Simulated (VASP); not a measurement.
Band structure of MnO2 (rutile). These are rev-vdW-DF2, VASP's PBE PAW potentials (set 64) (plane waves; VASP 6.6.1) values and carry that method's errors.

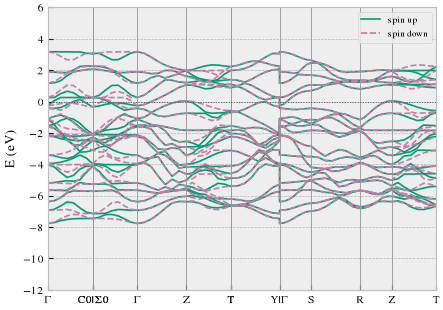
Bands along high-symmetry lines, zero at the valence-band maximum or, without a gap, the Fermi level

### Question
Read the plot: is there a gap, and where are the band edges?

### Answer
It has no gap at this level: it comes out as a metal or semimetal. (Edges off the drawn lines would not show.)

The compound is MnO2 in the rutile structure. It was relaxed first.
